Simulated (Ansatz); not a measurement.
# Phonons of SrTl (Pm-3m) against volume

Aim: how the phonons of SrTl (Pm-3m) shift with volume, and the thermal expansion that follows.

Method: DFT PBEsol, scalar-relativistic, plane waves, PAW; PAW set soft_1, in Ansatz 0.2.0.

The database entry behind the starting cell is an old determination (1933), so it need not match the best structure at ambient conditions.

## Step 1: Starting point

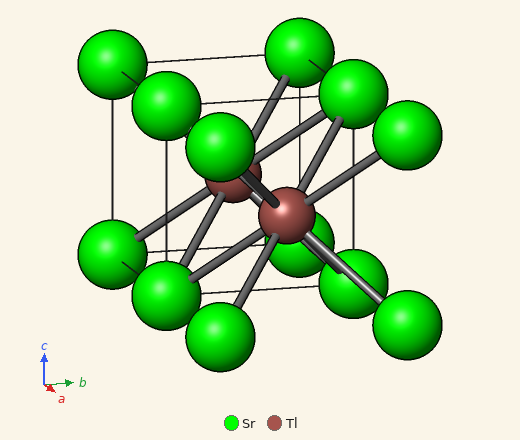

Start, viewed slightly off an axis; strontium green, thallium brown. 2×1×1 cells are drawn. Some periodic images of atoms are drawn too.

## Step 2: The dispersion

The cell comes from relaxations at this level that are not shown. Stability and thermal properties need the whole zone. Linear response on a 4×4×4 q mesh gives force constants as far as a supercell of that size would.

Contents of input.yaml:

```yaml
crystal:
  lattice:
    - [4.0164127665, 0.0, 0.0]
    - [0.0, 4.0164127665, 0.0]
    - [0.0, 0.0, 4.0164127665]
  atoms:
    - { symbol: Sr, position: [0.0, 0.0, 0.0] }
    - { symbol: Tl, position: [0.5, 0.5, 0.5] }
kpoints:
  mp_grid: { grid: [12, 12, 12] }
hamiltonian:
  xc: pbesol
  pseudopotentials: { kind: paw, azcp: { folder: soft_1 }, xc_functional: pbe }
scf:
  occupations: { method: methfessel_paxton, width: 0.2 }
output:
  eigenvalues: true
phonons:
  method: dfpt
  qmesh: [4, 4, 4]
  temperatures: { t_max: 1000, t_step: 50 }
  qpath:
    path:
      - [[0.0, 0.0, 0.0], [0.0, 0.5, 0.0], [0.5, 0.5, 0.0], [0.0, 0.0, 0.0], [0.5, 0.5, 0.5], [0.0, 0.5, 0.0]]
      - [[0.5, 0.5, 0.5], [0.5, 0.5, 0.0]]
    npoints: 10
```

Started as:

```sh
ansatz run input.yaml --threads 4 --pin off --max-ram 10240MiB --backend cpu --events-out ev --progress --plain --runs-dir out
```

Numbers of over 12 decimals in the logs are rounded to 6 here.

The log of the run:

```text
Engine: ansatz 0.2.0, aarch64-unknown-linux-gnu
Pseudopotentials: kind: paw
Pseudopotential: Sr, paw, valence charge 10, recommended cutoff 420 eV (normal), soft_1/Sr.paw.azcp
Pseudopotential: Tl, paw, valence charge 13, recommended cutoff 420 eV (normal), soft_1/Tl.paw.azcp
Functional definition: PBEsol
  exchange = pbesol_x
  correlation = pbesol_c
Crystal: 2 atoms, lattice volume = 64.791 Å³
Basis set: ecut = 420 eV, 1309 PW (Γ), exchange–correlation on 54×54×54 points (8 copies of the dense FFT grid, shifted against one another)
Bands: 16, of which v1, the nominal top of the filled ones, is band 12 counted from 1 (11 counted from 0)
Symmetry: 48 space group operations
k-points: 84 of 1728
Non-local potential: Sr, projectors of the file, l = 0: 3, l = 1: 2, l = 2: 2
Non-local potential: Tl, projectors of the file, l = 0: 2, l = 1: 2, l = 2: 2, l = 3: 1
PAW form: soft (Blöchl's): semilocal exchange-correlation on the pseudo side does not see the compensation charge
PAW frozen core: Sr, regenerated for the run's functional, and the local potential with it (the file was generated under x = pbe(κ = 0.804, μ = 0.219515), c = pbe(β = 0.066725))
PAW frozen core: Tl, regenerated for the run's functional, and the local potential with it (the file was generated under x = pbe(κ = 0.804, μ = 0.219515), c = pbe(β = 0.066725))
PAW one-centre angular grid: Sr, 110 points (default); XC on 64 Gauss nodes
PAW one-centre angular grid: Tl, 590 points (default); XC on 64 Gauss nodes
Initial density: superposition of atomic densities (chi_scale 0.1, normalization cell, long waves kept (reshape's long-wave potential 0.00 eV rms))
Initial wavefunctions: pseudopotential atomic-orbital guess
Functional: x = pbesol(κ = 0.804, μ = 0.123457), c = pbesol(β = 0.046)
SCF iter   1: F=—  HF=-14791.344975 eV  |F-HF|=—  |Δ(HF+E_count)|=         —  Δρ=3.35e-2  dr2=1.29e0  ethr=3.10e-3  ⟨swp⟩=7.4  Hψ=8526  notcnv=0
preconditioner: auto → Kerker (q_TF=auto, 2.296 Å⁻¹)  [metal: Δε(μ)=0.046 eV  Ē_g=13.142 eV  σ=0.200 eV  W_gap=0.19  n_scr=18 (ndim 8)  ℏωp=21.1 eV  f_vac=0.000  D(μ)=1.63/eV (n_scr^D=6)]
SCF iter   2: F=—  HF=-14790.964160 eV  |F-HF|=—  |Δ(HF+E_count)|=   3.81e-1  S|Δr|=    0.00e0  Δρ=1.60e-2  dr2=3.35e-1  ethr=3.10e-3  ⟨swp⟩=2.1  Hψ=2960  notcnv=0  defer=2
SCF iter   3: F=—  HF=-14790.851289 eV  |F-HF|=—  |Δ(HF+E_count)|=   1.13e-1  S|Δr|=    0.00e0  Δρ=4.37e-3  dr2=2.11e-2  ethr=1.46e-3  ⟨swp⟩=2.2  Hψ=2463  notcnv=0  defer=5
SCF iter   4: F=—  HF=-14790.843632 eV  |F-HF|=—  |Δ(HF+E_count)|=   7.66e-3  S|Δr|=    0.00e0  Δρ=8.14e-4  dr2=5.18e-4  ethr=9.16e-5  ⟨swp⟩=2.6  Hψ=2327  notcnv=0  defer=6
SCF iter   5: F=—  HF=-14790.843620 eV  |F-HF|=—  |Δ(HF+E_count)|=   1.18e-5  S|Δr|=    0.00e0  Δρ=1.53e-4  dr2=1.54e-5  ethr=2.25e-6  ⟨swp⟩=2.1  Hψ=1658  notcnv=0  defer=6
SCF iter   6: F=—  HF=-14790.843624 eV  |F-HF|=—  |Δ(HF+E_count)|=   4.62e-6  S|Δr|=    0.00e0  Δρ=3.87e-5  dr2=1.94e-6  ethr=6.70e-8  ⟨swp⟩=2.2  Hψ=2337  notcnv=0  defer=6
SCF iter   7: F=—  HF=-14790.843623 eV  |F-HF|=—  |Δ(HF+E_count)|=   9.74e-7  S|Δr|=    0.00e0  Δρ=1.17e-5  dr2=1.02e-7  ethr=8.44e-9  ⟨swp⟩=3.0  Hψ=2267  notcnv=0  defer=8
SCF iter   8: F=—  HF=-14790.843623 eV  |F-HF|=—  |Δ(HF+E_count)|=   1.57e-8  S|Δr|=    0.00e0  Δρ=2.18e-6  dr2=3.60e-9  ethr=4.45e-10  ⟨swp⟩=2.3  Hψ=2031  notcnv=0  defer=8
SCF iter   9: F=—  HF=-14790.843623 eV  |F-HF|=—  |Δ(HF+E_count)|=  3.89e-10  S|Δr|=    0.00e0  Δρ=3.00e-7  dr2=4.65e-11  ethr=1.57e-11  ⟨swp⟩=2.0  Hψ=2018  notcnv=0  defer=8
SCF iter  10: F=-14790.843623 eV  HF=-14790.843623 eV  |F-HF|=1.82e-12  |Δ(HF+E_count)|=  1.27e-11  S|Δr|=    0.00e0  Δρ=6.06e-8  dr2=2.97e-12  ethr=1.00e-12  ⟨swp⟩=9.1  Hψ=8350  notcnv=0
SCF 1 converged in 10 iterations: F = -14790.843623 eV  dr2 = 2.97e-12
  greatest PAW one-centre occupation: 0.987 electrons in one spin orbital (limit 2), on the Sr atom at site 0 (counted from 0), in its partial waves of l = 0
phonons: the bands overlap, so this run is a metal and interpolates without the dipole-dipole term. If the crystal is really an insulator or semiconductor, its LO-TO splitting is missing
NSCF: frozen V_eff on 84 k-points
NSCF: frozen V_eff on 196 k-points
DFPT response loops at q = (0, 0, 0) (fractional): preconditioner auto → Kerker (q_TF=auto, 2.296 Å⁻¹) (partly filled bands, converged f_vac=0.000); β = 1.00, the filter's whole step (`scf.mixing.beta` (0.50) is not read by the response loops under this deck's `scf.mixing.preconditioner`; to damp them name `kerker` or `kerker_dos`, under which they read `scf.mixing.beta`, and type it under 1.00, their step now; both keys bind the ground state too); Broyden in place of MSR1
NSCF: frozen V_eff on 1176 k-points
DFPT response loops at q = (0, 0, 0.25) (fractional): mixed as the last ones told, above
NSCF: frozen V_eff on 686 k-points
DFPT response loops at q = (0, 0, -0.5) (fractional): mixed as the last ones told, above
NSCF: frozen V_eff on 2016 k-points
DFPT response loops at q = (0, 0.25, 0.25) (fractional): mixed as the last ones told, above
NSCF: frozen V_eff on 1176 k-points
DFPT response loops at q = (0, 0.25, -0.5) (fractional): mixed as the last ones told, above
NSCF: frozen V_eff on 686 k-points
DFPT response loops at q = (0, -0.5, -0.5) (fractional): mixed as the last ones told, above
NSCF: frozen V_eff on 1872 k-points
DFPT response loops at q = (0.25, 0.25, 0.25) (fractional): mixed as the last ones told, above
NSCF: frozen V_eff on 2016 k-points
DFPT response loops at q = (0.25, 0.25, -0.5) (fractional): mixed as the last ones told, above
NSCF: frozen V_eff on 1176 k-points
DFPT response loops at q = (0.25, -0.5, -0.5) (fractional): mixed as the last ones told, above
NSCF: frozen V_eff on 392 k-points
DFPT response loops at q = (-0.5, -0.5, -0.5) (fractional): mixed as the last ones told, above
SCF converged after 10 iterations
Stability not checked: this state was not tested for a lower state beside it, because cold or Methfessel-Paxton smearing, or corrected tetrahedra, fill the levels in a way that the test cannot read (fill_not_monotonic; see scf.lower_state_search)
Free energy (F): -14790.843623 eV
Harris-Foulkes:  -14790.843623 eV  (|F-HF|=1.82e-12)
Internal energy: -14790.839499 eV  (E = F + TS)
E sigma→0 (E₀):  -14790.842592 eV
Entropy (-TS):   -0.004124 eV (-2.062 meV/atom)
Fermi energy:    9.151216 eV
--- Per-component energies (eV) ---
  E_band       = -96.757742
  E_kinetic    = 500.019258
  E_local      = -1541.759104  (includes V_loc(G=0)·N_el)
  E_nonlocal   = 550.052008
  E_hartree    = 478.846748
  E_xc         = -357.904613
  E_vxc        = -278.673178  (∫ρ·V_xc dr)
  E_paw        = -12678.331502  (= ΣΔE_a)
  E_vpaw       = -284.090220  (= ΣTr[D̂ρ^β])
  E_aug_tail   = -0.000058  (compensation charges beyond the density's cutoff)
  E_ewald      = -1741.934918
  E_core_change = 0.172681  (= ΣΔE_core)
  E_smearing   = -0.004124  (= −TS)
  E_closure    = 0.000000  (closes the sum)
  Σ components = -14790.843623   (vs F -14790.843623, Δ=0.00e0)
--- Band table (eV; the first three rows and the last of 84) ---
  k-point 0: bands = [... 8 lower, -2.1668, 1.1969, 10.3732, 10.3732, 12.0460, 12.0460, 12.0460, 13.6446]
  k-point 1: bands = [... 8 lower, -2.1662, 1.2687, 10.0902, 10.3943, 11.7882, 11.9138, 11.9138, 14.2816]
  k-point 2: bands = [... 8 lower, -2.1645, 1.4780, 9.2196, 10.4543, 11.6131, 11.6131, 11.8888, 14.2847]
  k-point 83: bands = [... 8 lower, -2.0297, 4.4607, 7.6661, 7.6661, 7.6661, 13.5337, 13.5337, 13.5337]
--- Phonons (Γ-DFPT): 2 representative perturbations + reference (Σ response iterations 6) ---
  ASR residual: 2.147e-5 → 0.000e0 eV/Å²; symmetrization residual: 3.071e-6 eV/Å²
  ASR residual per site (eV/Å²): 1.12e-5 2.15e-5
  Γ frequencies (cm⁻¹): 0.00 0.00 0.00 94.19 94.19 94.19
--- Phonons (arbitrary-q DFPT): 10 irreducible q on the 4×4×4 mesh ---
  q = [0.0000, 0.0000, 0.0000] (star 1, of the zone-centre solve; hermiticity 3.07e-6, symmetrization 2.58e-12): -0.00 -0.00 0.00 94.19 94.19 94.19
  q = [0.0000, 0.0000, 0.2500] (star 6, 4 solved perturbations in 1848 linear systems a pass and spin channel, the states on 588 of 1728 k-point pairs; hermiticity 1.30e-5, symmetrization 6.78e-12): 36.02 36.02 42.31 89.55 89.55 102.04
  q = [0.0000, 0.0000, -0.5000] (star 3, 4 solved perturbations in 1078 linear systems a pass and spin channel, the states on 343 of 1728 k-point pairs; hermiticity 7.30e-14, symmetrization 5.85e-12): 40.09 53.95 53.95 82.35 82.35 114.71
  q = [0.0000, 0.2500, 0.2500] (star 12, 4 solved perturbations in 3108 linear systems a pass and spin channel, the states on 1008 of 1728 k-point pairs; hermiticity 6.50e-6, symmetrization 2.16e-13): 26.76 45.06 54.45 83.13 96.62 107.99
  q = [0.0000, 0.2500, -0.5000] (star 12, 6 solved perturbations on 588 of 1728 k-point pairs; hermiticity 6.06e-6, symmetrization 3.60e-14): 23.60 43.32 54.62 75.42 102.83 113.06
  q = [0.0000, -0.5000, -0.5000] (star 3, 4 solved perturbations in 1078 linear systems a pass and spin channel, the states on 343 of 1728 k-point pairs; hermiticity 2.36e-6, symmetrization 8.45e-13): 11.90 11.90 55.54 68.39 119.53 119.53
  q = [0.2500, 0.2500, 0.2500] (star 8, 2 solved perturbations on 936 of 1728 k-point pairs; hermiticity 6.01e-6, symmetrization 8.13e-13): 42.89 42.89 49.61 95.60 103.64 103.64
  q = [0.2500, 0.2500, -0.5000] (star 12, 4 solved perturbations in 3108 linear systems a pass and spin channel, the states on 1008 of 1728 k-point pairs; hermiticity 5.51e-6, symmetrization 1.12e-12): 16.67 46.70 54.34 97.71 98.49 113.78
  q = [0.2500, -0.5000, -0.5000] (star 6, 4 solved perturbations in 1848 linear systems a pass and spin channel, the states on 588 of 1728 k-point pairs; hermiticity 7.07e-7, symmetrization 3.07e-13): 25.79 25.79 56.84 93.44 113.05 113.05
  q = [-0.5000, -0.5000, -0.5000] (star 1, 2 solved perturbations on 196 of 1728 k-point pairs; hermiticity 1.13e-13, symmetrization 2.03e-12): 30.42 30.42 30.42 107.32 107.32 107.32
  sum rule: each row above includes the acoustic sum rule's correction from the zone centre's row sums; it moved no ω² by more than (0.19 cm⁻¹)²
  mesh force constants: q→R imaginary residual 2.90e-18; ASR residual 2.147e-5 → 0.000e0 eV/Å²; symmetrization residual 2.220e-15 eV/Å²
  interpolated dispersion: 62 rows × 6 modes
  density of states and harmonic sums: on the 16×16×16 q-mesh, interpolated from the force constants of a 4×4×4 supercell (no non-analytic term)
  largest difference from the sums on the solved wave vectors: F 8.98e-3 eV, S 1.30e-5 and C_V 3.98e-6 eV/K
  zero-point energy: 0.025900 eV/cell   skipped modes (ω ≤ 0): 3   left out of the sums: 1.22e-4 of the cell's modes: C_V's classical limit lies that fraction below 3 k_B per atom; for a crystal, a wire or a layer, F and S can be off by more, and a phonons.interpolated_qmesh denser along its periods is the remedy for the sampling
```

Elapsed: 6.9 min, on 4 threads of Arm Neoverse V1, shared host; peak memory 2.3 GiB.

This step gave:

* volume per atom: 32.40 Å³
* gap on the k-mesh: 0 eV
* sum-rule residual before enforcement: 2.15e-5 eV/Å²
* lowest frequency on the path: 0 cm⁻¹
* point group: m-3m
* highest frequency on the path or at a solved wavevector: 119.5 cm⁻¹
* mean frequency: 69.6 cm⁻¹
* Debye temperature (second moment): 142 K
* logarithmic mean frequency: 61 cm⁻¹
* highest optical mode at the zone centre (no LO-TO term): 94.19 cm⁻¹
* lowest optical zone-centre mode: 94.19 cm⁻¹
* lowest mode on the q mesh (acoustic modes at Γ apart): 11.9 cm⁻¹
* zero-point energy per atom: 12.95 meV
* heat capacity at 300 K: 24.66 J/(mol atoms K)
* vibrational entropy at 300 K: 55.74 J/(mol atoms K)
* edges of the widest gap between branches, on path and mesh: 58.7, 68.4 cm⁻¹

Frequencies (cm⁻¹) solved at each irreducible wavevector; negative means imaginary. Frequencies by wavevector, by row:

```csv
q in reciprocal lattice units,star,mode 1,mode 2,mode 3,mode 4,mode 5,mode 6
0 0 0,1,0,0,0,94.2,94.2,94.2
0 0 0.25,6,36,36,42.3,89.5,89.5,102
0 0 -0.5,3,40.1,54,54,82.3,82.3,114.7
0 0.25 0.25,12,26.8,45.1,54.5,83.1,96.6,108
0 0.25 -0.5,12,23.6,43.3,54.6,75.4,102.8,113.1
0 -0.5 -0.5,3,11.9,11.9,55.5,68.4,119.5,119.5
0.25 0.25 0.25,8,42.9,42.9,49.6,95.6,103.6,103.6
0.25 0.25 -0.5,12,16.7,46.7,54.3,97.7,98.5,113.8
0.25 -0.5 -0.5,6,25.8,25.8,56.8,93.4,113,113
-0.5 -0.5 -0.5,1,30.4,30.4,30.4,107.3,107.3,107.3
```

Symmetry leaves 10 wavevectors to solve. The lowest mode among them, the acoustic zeros apart, lies at q = (0, -0.5, -0.5) and is real, 11.9 cm⁻¹.

## Step 3: Relaxing at another volume, volume ratio 0.97

The volume is scaled by 0.97 and held; symmetry leaves nothing to relax, so this is a single point. The modes can then be followed against volume.

input.yaml, the sections that differ from step 2:

```yaml
crystal:
  lattice:
    - [3.9758401666, 0.0, 0.0]
    - [0.0, 3.9758401666, 0.0]
    - [0.0, 0.0, 3.9758401666]
  atoms:
    - { symbol: Sr, position: [0.0, 0.0, 0.0] }
    - { symbol: Tl, position: [0.5, 0.5, 0.5] }
output:
  forces: true
  stress: true
  eigenvalues: true
# kpoints, hamiltonian, scf: as in step 2
# phonons: removed
```

The log of the run:

```text
[...]
Crystal: 2 atoms, lattice volume = 62.847 Å³
Basis set: ecut = 420 eV, 1237 PW (Γ), exchange–correlation on 54×54×54 points (8 copies of the dense FFT grid, shifted against one another)
Bands: 16, of which v1, the nominal top of the filled ones, is band 12 counted from 1 (11 counted from 0)
Symmetry: 48 space group operations
[...]
k-points: 84 of 1728
[...]
--- Band table (eV; the first three rows and the last of 84) ---
  k-point 0: bands = [... 8 lower, -1.8320, 1.4431, 10.7214, 10.7214, 12.4919, 12.4919, 12.4919, 14.3014]
  k-point 1: bands = [... 8 lower, -1.8313, 1.5184, 10.4509, 10.7421, 12.2418, 12.3492, 12.3492, 14.7531]
  k-point 2: bands = [... 8 lower, -1.8294, 1.7378, 9.5934, 10.8005, 12.0276, 12.0276, 12.3313, 14.7480]
  k-point 83: bands = [... 8 lower, -1.6844, 4.8552, 7.9486, 7.9486, 7.9486, 14.0520, 14.0520, 14.0520]
[key lines of the parts left out:]
SCF converged after 7 iterations
Free energy (F): -14790.837834 eV
Fermi energy:    9.512728 eV
P = ⅓ Tr σ = 0.9825 GPa (9.825 kbar)
```

It took 1.5 s on 4 threads; peak memory 0.38 GiB.

This step gave:

* pressure: 0.9825 GPa
* volume per atom: 31.42 Å³

The run ends at a pressure of 0.98 GPa.

## Step 4: Phonons at the other volume, volume ratio 0.97

The phonons are repeated at this volume on the same k and q meshes.

Changes to input.yaml since step 3:

```diff
@@ -16,4 +16,11 @@
 output:
-  forces: true
-  stress: true
   eigenvalues: true
+phonons:
+  method: dfpt
+  qmesh: [4, 4, 4]
+  temperatures: { t_max: 1000, t_step: 50 }
+  qpath:
+    path:
+      - [[0.0, 0.0, 0.0], [0.0, 0.5, 0.0], [0.5, 0.5, 0.0], [0.0, 0.0, 0.0], [0.5, 0.5, 0.5], [0.0, 0.5, 0.0]]
+      - [[0.5, 0.5, 0.5], [0.5, 0.5, 0.0]]
+    npoints: 10
```

The log of the run:

```text
[...]
Crystal: 2 atoms, lattice volume = 62.847 Å³
Basis set: ecut = 420 eV, 1237 PW (Γ), exchange–correlation on 54×54×54 points (8 copies of the dense FFT grid, shifted against one another)
Bands: 16, of which v1, the nominal top of the filled ones, is band 12 counted from 1 (11 counted from 0)
Symmetry: 48 space group operations
k-points: 84 of 1728
[...]
SCF iter   1: F=—  HF=-14791.358885 eV  |F-HF|=—  |Δ(HF+E_count)|=         —  Δρ=3.48e-2  dr2=1.34e0  ethr=3.10e-3  ⟨swp⟩=7.5  Hψ=8522  notcnv=0
[...]
SCF iter  10: F=-14790.837834 eV  HF=-14790.837834 eV  |F-HF|=5.46e-12  |Δ(HF+E_count)|=  3.64e-12  S|Δr|=    0.00e0  Δρ=6.15e-8  dr2=2.85e-12  ethr=1.00e-12  ⟨swp⟩=9.0  Hψ=8378  notcnv=0
SCF 1 converged in 10 iterations: F = -14790.837834 eV  dr2 = 2.85e-12
[...]
NSCF: frozen V_eff on 84 k-points
[...]
SCF converged after 10 iterations
[...]
Free energy (F): -14790.837834 eV
[...]
Internal energy: -14790.834280 eV  (E = F + TS)
E sigma→0 (E₀):  -14790.836945 eV
Entropy (-TS):   -0.003553 eV (-1.777 meV/atom)
Fermi energy:    9.512735 eV
[...]
--- Band table (eV; the first three rows and the last of 84) ---
  k-point 0: bands = [... 8 lower, -1.8318, 1.4431, 10.7214, 10.7214, 12.4919, 12.4919, 12.4919, 14.3014]
  k-point 1: bands = [... 8 lower, -1.8311, 1.5184, 10.4509, 10.7421, 12.2418, 12.3492, 12.3492, 14.7532]
  k-point 2: bands = [... 8 lower, -1.8293, 1.7378, 9.5934, 10.8006, 12.0276, 12.0276, 12.3313, 14.7482]
  k-point 83: bands = [... 8 lower, -1.6843, 4.8552, 7.9486, 7.9486, 7.9486, 14.0520, 14.0520, 14.0520]
[...]
ASR residual: 2.634e-5 → 0.000e0 eV/Å²; symmetrization residual: 8.295e-6 eV/Å²
  ASR residual per site (eV/Å²): 2.63e-5 7.44e-6
  Γ frequencies (cm⁻¹): 0.00 0.00 0.00 99.43 99.43 99.43
--- Phonons (arbitrary-q DFPT): 10 irreducible q on the 4×4×4 mesh ---
[...]
interpolated dispersion: 62 rows × 6 modes
[...]
```

Wall time 6.7 min (4 threads); peak memory 2.3 GiB; 27 min of CPU time.

This step gave:

| Item | Value |
| --- | --- |
| sum-rule residual before enforcement | 2.63e-5 eV/Å² |
| highest frequency on the path or at a solved wavevector | 125.6 cm⁻¹ |
| mean frequency | 73.2 cm⁻¹ |
| Debye temperature (second moment) | 150 K |
| logarithmic mean frequency | 63.9 cm⁻¹ |
| highest optical mode at the zone centre (no LO-TO term) | 99.43 cm⁻¹ |
| lowest optical zone-centre mode | 99.43 cm⁻¹ |
| lowest mode on the q mesh (acoustic modes at Γ apart) | 8.31 cm⁻¹ |
| zero-point energy per atom | 13.61 meV |
| heat capacity at 300 K | 24.63 J/(mol atoms K) |
| vibrational entropy at 300 K | 54.61 J/(mol atoms K) |
| edges of the widest gap between branches, on path and mesh | 61.8, 72.4 cm⁻¹ |

Frequencies (cm⁻¹) solved at each irreducible wavevector; negative means imaginary. Frequencies by wavevector, by row:

```csv
q in reciprocal lattice units,star,mode 1,mode 2,mode 3,mode 4,mode 5,mode 6
0 0 0,1,0,0,0,99.4,99.4,99.4
0 0 0.25,6,37.9,37.9,44.5,94.7,94.7,107.6
0 0 -0.5,3,43,56.7,56.7,87.3,87.3,120.2
0 0.25 0.25,12,26.8,47.4,57.4,88,101.8,113.7
0 0.25 -0.5,12,24.6,45,57.3,79.9,108.4,118.6
0 -0.5 -0.5,3,8.3,8.3,58.1,72.4,125.6,125.6
0.25 0.25 0.25,8,44.8,44.8,51.8,100.6,109.2,109.2
0.25 0.25 -0.5,12,16.7,48.5,57.6,103,103.6,119.3
0.25 -0.5 -0.5,6,27.8,27.8,60.1,98.2,118.6,118.6
-0.5 -0.5 -0.5,1,35.6,35.6,35.6,112.8,112.8,112.8
```

The highest optical mode at the zone centre (no LO-TO term) is 99.4 cm⁻¹, +5.2 cm⁻¹ against the base run.

## Step 5: Relaxing at another volume, volume ratio 1.03

The volume is scaled by 1.03 and held; symmetry leaves nothing to relax, so this is a single point. The modes can then be followed against volume.

input.yaml, the sections that differ from step 4:

```yaml
crystal:
  lattice:
    - [4.0561818159, 0.0, 0.0]
    - [0.0, 4.0561818159, 0.0]
    - [0.0, 0.0, 4.0561818159]
  atoms:
    - { symbol: Sr, position: [0.0, 0.0, 0.0] }
    - { symbol: Tl, position: [0.5, 0.5, 0.5] }
output:
  forces: true
  stress: true
  eigenvalues: true
# kpoints, hamiltonian, scf: as in step 4
# phonons: removed
```

The log of the run:

```text
[...]
Crystal: 2 atoms, lattice volume = 66.735 Å³
Basis set: ecut = 420 eV, 1309 PW (Γ), exchange–correlation on 60×60×60 points (8 copies of the dense FFT grid, shifted against one another)
Bands: 16, of which v1, the nominal top of the filled ones, is band 12 counted from 1 (11 counted from 0)
Symmetry: 48 space group operations
[...]
k-points: 84 of 1728
[...]
--- Band table (eV; the first three rows and the last of 84) ---
  k-point 0: bands = [... 8 lower, -2.4835, 0.9658, 10.0443, 10.0443, 11.6270, 11.6270, 11.6270, 13.0279]
  k-point 1: bands = [... 8 lower, -2.4830, 1.0344, 9.7491, 10.0659, 11.3592, 11.5042, 11.5042, 13.6852]
  k-point 2: bands = [... 8 lower, -2.4814, 1.2344, 8.8670, 10.1269, 11.2224, 11.2224, 11.4699, 13.8460]
  k-point 83: bands = [... 8 lower, -2.3559, 4.0895, 7.3997, 7.3997, 7.3997, 13.0474, 13.0474, 13.0474]
[key lines of the parts left out:]
SCF converged after 8 iterations
Free energy (F): -14790.838465 eV
Fermi energy:    8.810689 eV
P = ⅓ Tr σ = -0.8268 GPa (-8.268 kbar)
```

Wall time 1.7 s (4 threads); peak memory 0.39 GiB.

This step gave:

```yaml
pressure: -0.8268 GPa
volume_per_atom: 33.37 Å³
```

The run ends at a pressure of -0.83 GPa.

[end of part 1 of 2]

[Logs are printed without paths, hosts, clocks, repeated set-up lines and the standing remarks that a program may print on its own settings, such as how far it seeks lower states.]

[Hosts, paths, dates, database ids (printed as entryN), source tags and the programs' standing remarks are cut or masked in the printed files.]
